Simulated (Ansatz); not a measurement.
# Nickel, beta-Sn type under PBEsol: from relaxation to bulk modulus, part 2 of 2

The plan for nickel in the beta-Sn type structure: relax it, solve it on a dense k-mesh, then scale the cell to 7 volumes from 88 to 112 % of the relaxed one and try a fit of the equation of state. The start is antiferromagnetic (alternate layers). The k-meshes are 15×15×10 for the relaxation; 24×24×13 for the dense run; 17×17×9 for the volumes.

Ansatz 0.2.0; DFT, PBEsol, plane waves (420 eV) with PAW, scalar-relativistic. Earlier steps stand in the parts before.

## 6. Volume × 0.96

Input file input.yaml:

```yaml
crystal:
  lattice:
    - [-1.3352621103, 1.6216922924, 1.1900310602]
    - [1.6216922924, -1.3352621103, 1.1900310602]
    - [2.7618975329, 2.7618975329, -0.665433657]
  atoms:
    - { symbol: Ni, position: [0.0416628665, 0.9583371335, 0.0], spin: 0.671 }
    - { symbol: Ni, position: [0.7083371335, 0.2916628665, 0.5], spin: 0.671 }
hamiltonian:
  xc: pbesol
  pseudopotentials:
    kind: paw
    azcp:
      Ni: "pseudopotentials/Ni.paw.azcp"
basis:
  ecutwfc: 420
  fft_grid_basis: typed
kpoints:
  mp_grid: { grid: [17, 17, 9], shift: [0, 0, 0] }
magnetization:
  spin_polarized: true
scf:
  occupations: { method: fermi_dirac, width: 0.05 }
  lower_state_search: "off"
output:
  stress: true
```

The run is started by

```sh
ansatz run input.yaml --threads 2 --pin off --max-ram 5120MiB --backend cpu --events-out ev --progress --plain --runs-dir out
```

Output (excerpt; [...] marks lines left out):

```text
Warning: <dir> the record states the generating functional pbe (its physics header spells it `PBE`), which answers neither for hamiltonian.xc's functional nor for the pbesol family's — results may be inconsistent (PPs are generated against a specific XC)
Warning: RAYON_NUM_THREADS=2 ignored (pool sized by the plan → 2); use --threads N
[...]
Pseudopotentials: kind: paw
Pseudopotential: Ni, paw, valence charge 18, recommended cutoff 420 eV (normal), <dir>
Functional definition: PBEsol
[...]
Crystal: 2 atoms, lattice volume = 20.001 Å³
Basis set: ecut = 420 eV, 379 PW (Γ)
Bands: 23, of which v1, the nominal top of the filled ones, is band 18 counted from 1 (17 counted from 0)
Symmetry: 4 space group operations
Space group: C2/c (ITA 15), of the structure as read, at distance tolerance 2.7e-5 Å
Magnetic group: BNS 15.85 (UNI 92), of the structure as read, at distance tolerance 2.7e-5 Å
k-points: 693 of 2601
[...]
Starting moments: Σ|m| = 1.342 μB on 2 of 2 sites
[...]
spin-set hold released at iteration 10 (site moments contracting): the magnetisation degrees of freedom join the quasi-Newton model from the next iteration; the mixer history was flushed
[...]
SCF iter  16: F=-11609.884484 eV  HF=-11609.884484 eV  |F-HF|=5.64e-10  |Δ(HF+E_count)|=   1.22e-8  Δρ=2.31e-6 (↑3.32e-7 ↓2.31e-6)  dr2=6.26e-10  dr2_m=2.11e-10  M=1.266 μB ∫|m|=1.412 μB  ethr=2.40e-10  ⟨swp⟩=2.7  Hψ=112975  notcnv=0
[...]
SCF converged after 16 iterations
Magnetization: 1.2660 μB (18.6330 up, 17.3670 down)
Absolute magnetization: 1.4131 μB (∫|ρ↑−ρ↓|, with the PAW one-centre terms)
Spin contamination: 0.0102 ħ² per cell (⟨S²⟩ above its minimum at these occupations)
Per-site moments (μB) at R_I (Å): [(0.6651684829135603, 0.9958932573942335), (0.6651684829135607, 0.9958932573942335)]
Free energy (F): -11609.884484 eV
[...]
E sigma→0 (E₀):  -11609.868444 eV
Entropy (-TS):   -0.032081 eV (-16.040 meV/atom)
Fermi energy:    20.033778 eV
[...]
--- Stress (GPa, compression-positive) ---
       10.302659      -0.077414       0.028368
       -0.077414      10.302659       0.028368
        0.028368       0.028368      10.376337
  P = ⅓ Tr σ = 10.3272 GPa (103.272 kbar)
```

Wall time 30 s (2 threads of Arm Neoverse V2, shared host); peak memory 0.66 GiB.

## 7. Volume × 1.0

input.yaml, as its differences from that of step 6:

```diff
@@ -2,5 +2,5 @@
   lattice:
-    - [-1.3352621103, 1.6216922924, 1.1900310602]
-    - [1.6216922924, -1.3352621103, 1.1900310602]
-    - [2.7618975329, 2.7618975329, -0.665433657]
+    - [-1.3535556453, 1.6439100162, 1.2063348815]
+    - [1.6439100162, -1.3535556453, 1.2063348815]
+    - [2.7997364477, 2.7997364477, -0.6745503194]
   atoms:
@@ -26 +26,5 @@
   stress: true
+  write_density: true
+  write_potential: true
+  elf: true
+  volumetric_format: npy
```

The run is started by

```sh
ansatz run input.yaml --threads 2 --pin off --max-ram 5120MiB --backend cpu --events-out ev --progress --plain --runs-dir out
```

Output (excerpt; [...] marks lines left out):

```text
Warning: <dir> the record states the generating functional pbe (its physics header spells it `PBE`), which answers neither for hamiltonian.xc's functional nor for the pbesol family's — results may be inconsistent (PPs are generated against a specific XC)
Warning: RAYON_NUM_THREADS=2 ignored (pool sized by the plan → 2); use --threads N
[...]
[... 3 set-up lines as earlier in the session ...]
[...]
Crystal: 2 atoms, lattice volume = 20.834 Å³
Basis set: ecut = 420 eV, 391 PW (Γ)
Bands: 23, of which v1, the nominal top of the filled ones, is band 18 counted from 1 (17 counted from 0)
[... 2 set-up lines as earlier in the session ...]
Magnetic group: BNS 15.85 (UNI 92), of the structure as read, at distance tolerance 2.8e-5 Å
k-points: 693 of 2601
[...]
Starting moments: Σ|m| = 1.342 μB on 2 of 2 sites
[...]
spin-set hold released at iteration 9 (site moments contracting): the magnetisation degrees of freedom join the quasi-Newton model from the next iteration; the mixer history was flushed
[...]
SCF iter  14: F=-11609.910405 eV  HF=-11609.910405 eV  |F-HF|=6.97e-10  |Δ(HF+E_count)|=   5.03e-8  Δρ=6.56e-6 (↑6.56e-6 ↓5.13e-6)  dr2=4.96e-9  dr2_m=4.16e-9  M=1.292 μB ∫|m|=1.447 μB  ethr=4.03e-11  ⟨swp⟩=4.9  Hψ=178996  notcnv=0
[...]
SCF converged after 14 iterations
Magnetization: 1.2915 μB (18.6458 up, 17.3542 down)
Absolute magnetization: 1.4487 μB (∫|ρ↑−ρ↓|, with the PAW one-centre terms)
Spin contamination: 0.0114 ħ² per cell (⟨S²⟩ above its minimum at these occupations)
Per-site moments (μB) at R_I (Å): [(0.6798483540797778, 1.0095373262347618), (0.6798483540797771, 1.0095373262347618)]
Free energy (F): -11609.910405 eV
[...]
E sigma→0 (E₀):  -11609.893815 eV
Entropy (-TS):   -0.033180 eV (-16.590 meV/atom)
Fermi energy:    19.041530 eV
[...]
--- Stress (GPa, compression-positive) ---
        0.025331      -0.053689       0.021386
       -0.053689       0.025331       0.021386
        0.021386       0.021386       0.076567
  P = ⅓ Tr σ = 0.0424 GPa (0.424 kbar)
--- Band table (eV; the first three rows and the last of 1386) ---
[... band rows left out ...]
[...]
```

Run time: 45 s. Hardware: 2 threads of Arm Neoverse V2, shared host; peak memory 0.67 GiB.

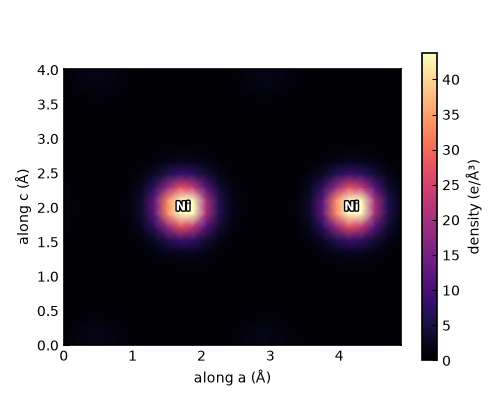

Density in a lattice plane of the grid's cell (edges 2.45 and 4.02 Å, at 0.292 of the third edge), which holds Ni. Only atoms in the plane are labelled; the density scale stops at 43.70 e/Å³. It is the smooth density of the valence electrons, not physical close to the nuclei.

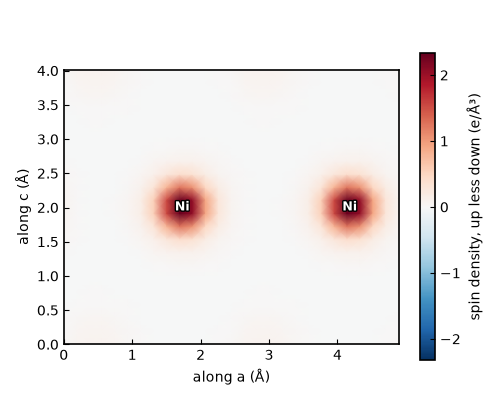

Spin density in a lattice plane of the grid's cell (edges 2.45 and 4.02 Å, at 0.292 of the third edge), which holds Ni.

## 8. Volume × 1.04

input.yaml, as its differences from that of step 7:

```diff
@@ -2,5 +2,5 @@
   lattice:
-    - [-1.3535556453, 1.6439100162, 1.2063348815]
-    - [1.6439100162, -1.3535556453, 1.2063348815]
-    - [2.7997364477, 2.7997364477, -0.6745503194]
+    - [-1.3713676306, 1.665542892, 1.2222095294]
+    - [1.665542892, -1.3713676306, 1.2222095294]
+    - [2.8365793102, 2.8365793102, -0.6834269995]
   atoms:
@@ -26,5 +26 @@
   stress: true
-  write_density: true
-  write_potential: true
-  elf: true
-  volumetric_format: npy
```

The run is started by

```sh
ansatz run input.yaml --threads 2 --pin off --max-ram 5120MiB --backend cpu --events-out ev --progress --plain --runs-dir out
```

Output (excerpt; [...] marks lines left out):

```text
Warning: <dir> the record states the generating functional pbe (its physics header spells it `PBE`), which answers neither for hamiltonian.xc's functional nor for the pbesol family's — results may be inconsistent (PPs are generated against a specific XC)
Warning: RAYON_NUM_THREADS=2 ignored (pool sized by the plan → 2); use --threads N
[...]
[... 3 set-up lines as earlier in the session ...]
[...]
Crystal: 2 atoms, lattice volume = 21.668 Å³
Basis set: ecut = 420 eV, 391 PW (Γ)
Bands: 23, of which v1, the nominal top of the filled ones, is band 18 counted from 1 (17 counted from 0)
[... 2 set-up lines as earlier in the session ...]
Magnetic group: BNS 15.85 (UNI 92), of the structure as read, at distance tolerance 2.8e-5 Å
k-points: 693 of 2601
[...]
Starting moments: Σ|m| = 1.342 μB on 2 of 2 sites
[...]
spin-set hold released at iteration 9 (site moments contracting): the magnetisation degrees of freedom join the quasi-Newton model from the next iteration; the mixer history was flushed
[...]
SCF iter  15: F=-11609.888589 eV  HF=-11609.888589 eV  |F-HF|=8.19e-11  |Δ(HF+E_count)|=   1.27e-8  Δρ=1.02e-6 (↑1.02e-6 ↓8.31e-7)  dr2=2.03e-10  dr2_m=7.54e-11  M=1.310 μB ∫|m|=1.476 μB  ethr=3.16e-11  ⟨swp⟩=2.2  Hψ=94637  notcnv=0
[...]
SCF converged after 15 iterations
Magnetization: 1.3103 μB (18.6552 up, 17.3448 down)
Absolute magnetization: 1.4774 μB (∫|ρ↑−ρ↓|, with the PAW one-centre terms)
Spin contamination: 0.0126 ħ² per cell (⟨S²⟩ above its minimum at these occupations)
Per-site moments (μB) at R_I (Å): [(0.6910910356135546, 1.0228222356325618), (0.6910910356135546, 1.0228222356325618)]
Free energy (F): -11609.888589 eV
[...]
E sigma→0 (E₀):  -11609.871387 eV
Entropy (-TS):   -0.034404 eV (-17.202 meV/atom)
Fermi energy:    18.126084 eV
[...]
--- Stress (GPa, compression-positive) ---
       -8.119521      -0.029720       0.014568
       -0.029720      -8.119521       0.014568
        0.014568       0.014568      -8.090905
  P = ⅓ Tr σ = -8.1100 GPa (-81.100 kbar)
```

It took 34 s on 2 threads of Arm Neoverse V2, shared host; peak memory 0.69 GiB.

## 9. Volume × 1.08

input.yaml, as its differences from that of step 8:

```diff
@@ -2,5 +2,5 @@
   lattice:
-    - [-1.3713676306, 1.665542892, 1.2222095294]
-    - [1.665542892, -1.3713676306, 1.2222095294]
-    - [2.8365793102, 2.8365793102, -0.6834269995]
+    - [-1.3887285576, 1.6866279517, 1.2376821786]
+    - [1.6866279517, -1.3887285576, 1.2376821786]
+    - [2.8724891895, 2.8724891895, -0.6920788926]
   atoms:
```

The run is started by

```sh
ansatz run input.yaml --threads 2 --pin off --max-ram 5120MiB --backend cpu --events-out ev --progress --plain --runs-dir out
```

Output (excerpt; [...] marks lines left out):

```text
Warning: <dir> the record states the generating functional pbe (its physics header spells it `PBE`), which answers neither for hamiltonian.xc's functional nor for the pbesol family's — results may be inconsistent (PPs are generated against a specific XC)
Warning: RAYON_NUM_THREADS=2 ignored (pool sized by the plan → 2); use --threads N
[...]
[... 3 set-up lines as earlier in the session ...]
[...]
Crystal: 2 atoms, lattice volume = 22.501 Å³
Basis set: ecut = 420 eV, 427 PW (Γ)
Bands: 23, of which v1, the nominal top of the filled ones, is band 18 counted from 1 (17 counted from 0)
[... 2 set-up lines as earlier in the session ...]
Magnetic group: BNS 15.85 (UNI 92), of the structure as read, at distance tolerance 2.8e-5 Å
k-points: 693 of 2601
[...]
Starting moments: Σ|m| = 1.342 μB on 2 of 2 sites
[...]
spin-set hold released at iteration 7 (site moments contracting): the magnetisation degrees of freedom join the quasi-Newton model from the next iteration; the mixer history was flushed
[...]
SCF iter  13: F=-11609.828965 eV  HF=-11609.828965 eV  |F-HF|=8.73e-11  |Δ(HF+E_count)|=   2.49e-8  Δρ=1.67e-6 (↑4.57e-7 ↓1.67e-6)  dr2=2.08e-10  dr2_m=1.60e-10  M=1.325 μB ∫|m|=1.500 μB  ethr=8.48e-12  ⟨swp⟩=1.7  Hψ=97428  notcnv=0
[...]
SCF converged after 13 iterations
Magnetization: 1.3245 μB (18.6623 up, 17.3377 down)
Absolute magnetization: 1.5012 μB (∫|ρ↑−ρ↓|, with the PAW one-centre terms)
Spin contamination: 0.0137 ħ² per cell (⟨S²⟩ above its minimum at these occupations)
Per-site moments (μB) at R_I (Å): [(0.6999220767718825, 1.0357707270742538), (0.6999220767718827, 1.0357707270742538)]
Free energy (F): -11609.828965 eV
[...]
E sigma→0 (E₀):  -11609.811084 eV
Entropy (-TS):   -0.035763 eV (-17.881 meV/atom)
Fermi energy:    17.278904 eV
[...]
--- Stress (GPa, compression-positive) ---
      -14.559956      -0.006201       0.007906
       -0.006201     -14.559956       0.007906
        0.007906       0.007906     -14.553538
  P = ⅓ Tr σ = -14.5578 GPa (-145.578 kbar)
```

Run time: 27 s. Hardware: 2 threads of Arm Neoverse V2, shared host; peak memory 0.7 GiB.

## 10. Volume × 1.12

input.yaml, as its differences from that of step 9:

```diff
@@ -2,5 +2,5 @@
   lattice:
-    - [-1.3887285576, 1.6866279517, 1.2376821786]
-    - [1.6866279517, -1.3887285576, 1.2376821786]
-    - [2.8724891895, 2.8724891895, -0.6920788926]
+    - [-1.405665941, 1.7071986126, 1.2527773514]
+    - [1.7071986126, -1.405665941, 1.2527773514]
+    - [2.9075229982, 2.9075229982, -0.700519711]
   atoms:
```

The run is started by

```sh
ansatz run input.yaml --threads 2 --pin off --max-ram 5120MiB --backend cpu --events-out ev --progress --plain --runs-dir out
```

Output (excerpt; [...] marks lines left out):

```text
Warning: <dir> the record states the generating functional pbe (its physics header spells it `PBE`), which answers neither for hamiltonian.xc's functional nor for the pbesol family's — results may be inconsistent (PPs are generated against a specific XC)
Warning: RAYON_NUM_THREADS=2 ignored (pool sized by the plan → 2); use --threads N
[...]
[... 3 set-up lines as earlier in the session ...]
[...]
Crystal: 2 atoms, lattice volume = 23.335 Å³
Basis set: ecut = 420 eV, 463 PW (Γ)
Bands: 23, of which v1, the nominal top of the filled ones, is band 18 counted from 1 (17 counted from 0)
[... 1 set-up line as earlier in the session ...]
Space group: C2/c (ITA 15), of the structure as read, at distance tolerance 2.9e-5 Å
Magnetic group: BNS 15.85 (UNI 92), of the structure as read, at distance tolerance 2.9e-5 Å
k-points: 693 of 2601
[...]
Starting moments: Σ|m| = 1.342 μB on 2 of 2 sites
[...]
spin-set hold released at iteration 7 (site moments contracting): the magnetisation degrees of freedom join the quasi-Newton model from the next iteration; the mixer history was flushed
[...]
SCF iter  13: F=-11609.739491 eV  HF=-11609.739491 eV  |F-HF|=2.95e-10  |Δ(HF+E_count)|=   6.83e-9  Δρ=2.70e-6 (↑7.08e-7 ↓2.70e-6)  dr2=7.22e-10  dr2_m=4.28e-10  M=1.336 μB ∫|m|=1.520 μB  ethr=2.78e-10  ⟨swp⟩=3.6  Hψ=98911  notcnv=0
[...]
SCF converged after 13 iterations
Magnetization: 1.3359 μB (18.6680 up, 17.3320 down)
Absolute magnetization: 1.5220 μB (∫|ρ↑−ρ↓|, with the PAW one-centre terms)
Spin contamination: 0.0149 ħ² per cell (⟨S²⟩ above its minimum at these occupations)
Per-site moments (μB) at R_I (Å): [(0.7072718426560378, 1.048403322400272), (0.7072718426560382, 1.048403322400272)]
Free energy (F): -11609.739491 eV
[...]
E sigma→0 (E₀):  -11609.720863 eV
Entropy (-TS):   -0.037256 eV (-18.628 meV/atom)
Fermi energy:    16.492800 eV
[...]
--- Stress (GPa, compression-positive) ---
      -19.633000       0.014839       0.001972
        0.014839     -19.633000       0.001972
        0.001972       0.001972     -19.646443
  P = ⅓ Tr σ = -19.6375 GPa (-196.375 kbar)
```

It took 26 s on 2 threads of Arm Neoverse V2, shared host; peak memory 0.72 GiB.

## 11. Fitting the volumes

The cell was scaled evenly, with its shape and the fractional positions fixed.

| V (Å³/atom) | E − E₀ (meV/atom) | P from the stress (GPa) | P from the fit (GPa) | largest moment (μB) |
| --- | --- | --- | --- | --- |
| 9.167 | 136.2 | 39.68 | 39.59 | 0.62 |
| 9.584 | 55.5 | 23.30 | 23.18 | 0.65 |
| 10.001 | 12.7 | 10.33 | 10.21 | 0.67 |
| 10.417 | 0.0 | 0.04 | -0.07 | 0.68 |
| 10.834 | 11.2 | -8.11 | -8.22 | 0.69 |
| 11.251 | 41.3 | -14.56 | -14.70 | 0.70 |
| 11.667 | 86.5 | -19.64 | -19.83 | 0.71 |

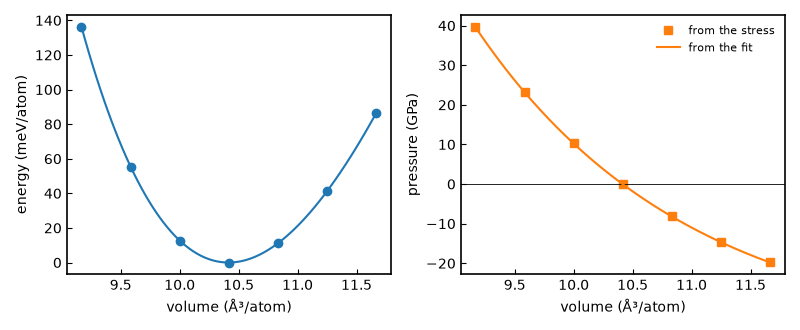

Energy and pressure against volume; the lines are the Birch-Murnaghan fit.

Fit (Birch-Murnaghan, third order): V₀ = 10.414 Å³/atom, B₀ = 229 GPa, B₀′ = 4.8, largest residual 0.03 meV/atom.

Fit and stress differ a little: one follows E(σ → 0), the other the smeared free energy.

## 12. Summary of results

This closing draws on all 2 parts.

| quantity | value |
| --- | --- |
| space group (spins left aside) | P6_3/mmc (No. 194) |
| conventional cell | a = 2.447 Å, c = 4.016 Å (c/a = 1.641) |
| volume | 10.417 Å³/atom |
| shortest distance | 2.447 Å |
| gap on the mesh | none (levels filled in part) |
| magnetic state | ferromagnetic, up to 0.67 μB per atom |
| relative to fcc, ferromagnetic | +26 meV/atom |
| V₀, B₀, B₀′ | 10.414 Å³/atom, 229 GPa, 4.8 |

**Reading.** The relaxation shrank the cell by 9.3 % in volume. What began as beta-Sn type has relaxed into hcp. What follows belongs to that structure, not to the type named at the start. The mesh has less symmetry than the lattice, which may have let the distortion in. It lies 26 meV/atom above the element's reference form at the same level (fcc, ferromagnetic, from a run of its own). The final state is ferromagnetic (largest moment 0.67 μB). That is not the order it started in. No gap shows: it is a metal or semimetal at this level. The fitted modulus is 229 GPa; letting shape and positions relax at each volume could only lower it.
